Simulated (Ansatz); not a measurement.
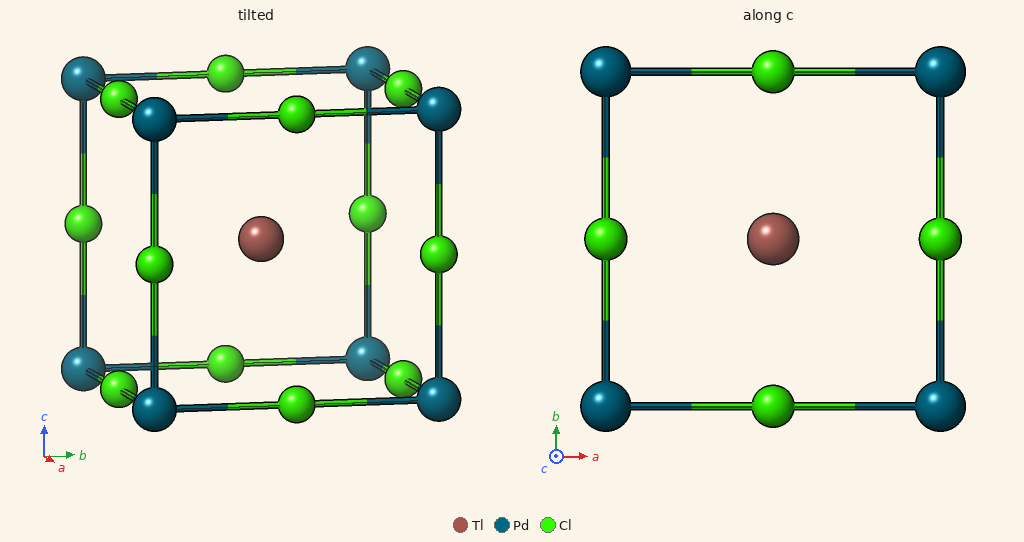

A ball-and-stick rendering, viewed slightly off an axis and along the c axis. One conventional unit cell is framed, with atoms on its boundary repeated.

TlPdCl3, cubic perovskite, space group Pm-3m (No. 221), a = 4.976 Å, b = 4.976 Å, c = 4.976 Å, α = 90.00°, β = 90.00°, γ = 90.00°. The starting point was a structure type filled with these elements by a generator (whether the compound takes this form wasn't checked). Earlier steps of the study may have refined or changed the cell and positions. A calculation with Ansatz used it as input.

This one geometry was computed with Ansatz (DFT, plane waves, PAW) at four levels of theory: r2SCAN, PBE, PBE with spin-orbit coupling and LDA.

Question: Which level gives the highest pressure at this volume, and what does that say about its equilibrium volume?

Answer: Highest: PBE (0.0 GPa) and PBE with spin-orbit coupling (-0.1 GPa), which points to the largest equilibrium volume. Lowest, with the smallest volume: LDA (-5.6 GPa). Levels within 0.5 GPa of each other can't be told apart.

Question: How does the band gap change with the level of theory?

Answer: All levels give a metal.

Question: Collect the results in a table.

Answer:
| level | cutoff (eV) | k-mesh of the run's cell | gap (eV) | pressure (GPa) |
| --- | --- | --- | --- | --- |
| r2SCAN | 500 | 8×8×8 | metal | -1.6 |
| PBE | 420 | 8×8×8 | metal | 0.0 |
| PBE with spin-orbit coupling | 420 | 8×8×8 | metal | -0.1 |
| LDA | 420 | 8×8×8 | metal | -5.6 |

Gaps are taken on the k-mesh or band path of each run.
